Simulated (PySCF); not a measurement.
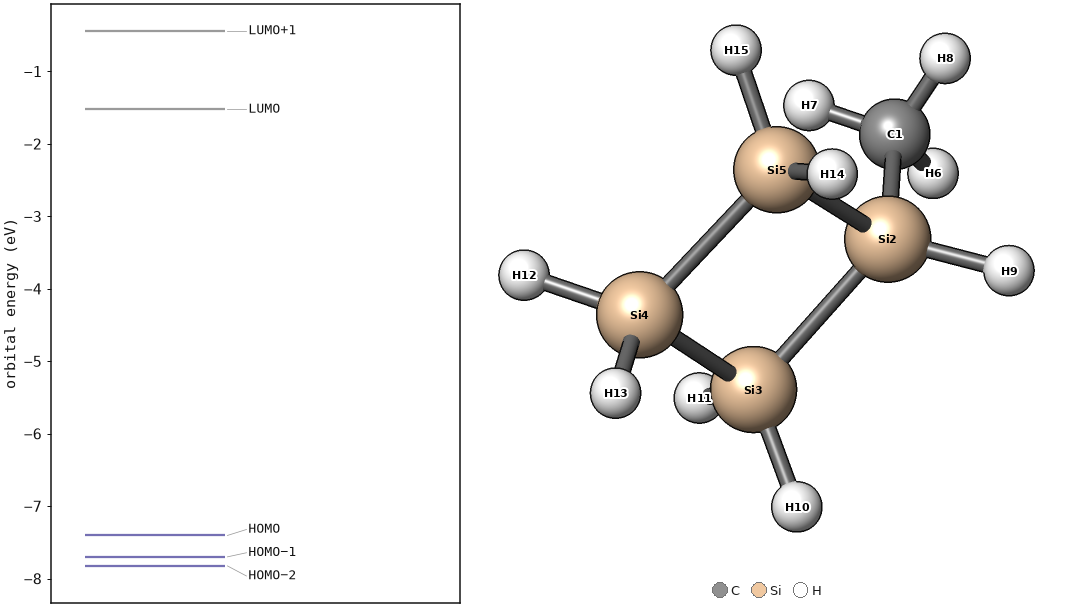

CH₁₀Si₄, SMILES C[SiH]1[SiH2][SiH2][SiH2]1. Kohn-Sham orbital energies near the frontier, PBE0/def2-SVPD, PySCF 2.14.0, at a GFN2-xTB geometry (no frequency check), isolated molecule; empty levels in grey, levels within 0.03 eV side by side.

**Where do the frontier orbitals lie?**

HOMO at −7.41 eV, LUMO at −1.53 eV, 5.88 eV apart.

**On which atoms do HOMO and LUMO mostly sit?**

HOMO: Si2 24 %, Si3/Si5 21 % each. LUMO: Si3/Si5 19 % each, Si4 18 % (Löwdin shares).

Note: the tight-binding geometry is rougher than a DFT one and adds to the error; one conformer of a flexible molecule.
